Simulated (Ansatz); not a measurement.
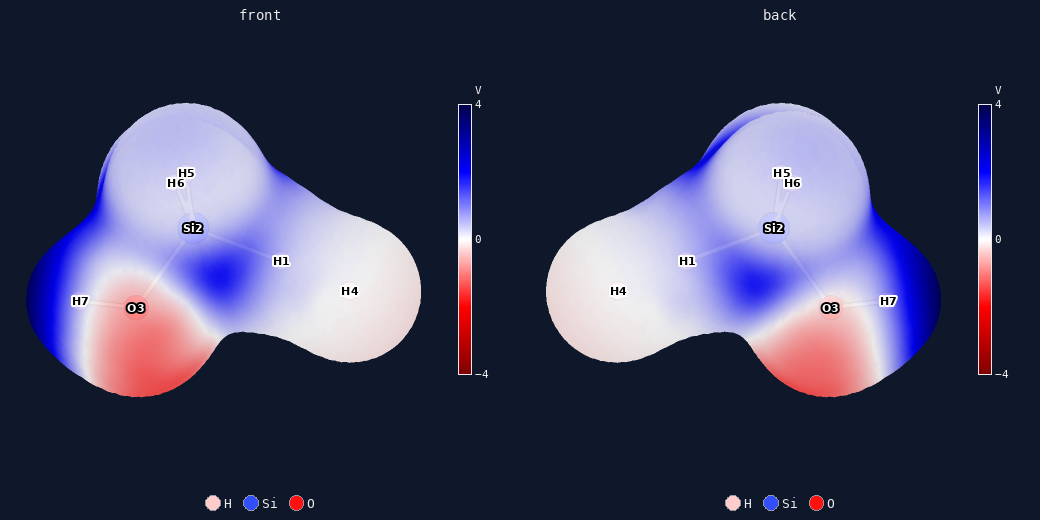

Figure 1: H4OSi···H (doublet). The molecular electrostatic potential painted on the density surface at 0.004 e/bohr³, seen from the front and from behind; the colour scale runs from red (negative) to blue (positive).

A transition-state structure; geometry: PBE0-D4/def2-TZVP.

The calculation used UKS PBE0-D4/def2-TZVPP in Ansatz.

```yaml
atoms:
  - { symbol: H, position_ang: [-0.7585, -0.7052, 0.8864] }
  - { symbol: Si, position_ang: [0.2157, 0.2619, 0.1456] }
  - { symbol: O, position_ang: [0.0119, -0.0571, -1.4554] }
  - { symbol: H, position_ang: [-1.5500, -1.5186, 1.4290] }
  - { symbol: H, position_ang: [-0.1353, 1.6685, 0.4867] }
  - { symbol: H, position_ang: [1.6114, -0.0051, 0.5922] }
  - { symbol: H, position_ang: [0.6048, 0.3558, -2.0843] }
```

Question: Where is the surface potential most negative and most positive?

Answer: The most negative region (about −1.4 V, or −32 kcal/mol for a unit charge) lies over O3, the most positive (about +3.7 V, or +85 kcal/mol for a unit charge) over H7. O3 is the likeliest acceptor of a hydrogen bond.
